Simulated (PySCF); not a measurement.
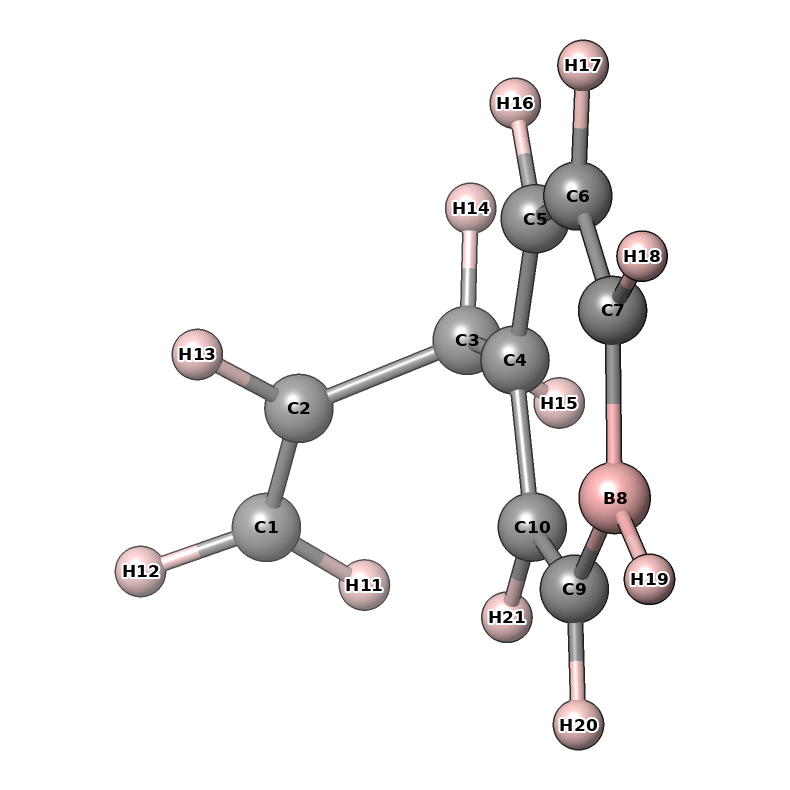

C3 lies behind C4. The molecule seen a little off the C4–C3 bond, C4 in front. Distant atoms are faded towards the background colour. The computed structure is the end point of a PBE0-D3(BJ)/def2-SVP optimisation. No frequency run is at hand to confirm it as a minimum.

Question: What is the torsion angle C5–C4–C3–C2? The sign is positive where the front bond must turn clockwise to cover the back bond.

Answer: −115°, anticlinal.
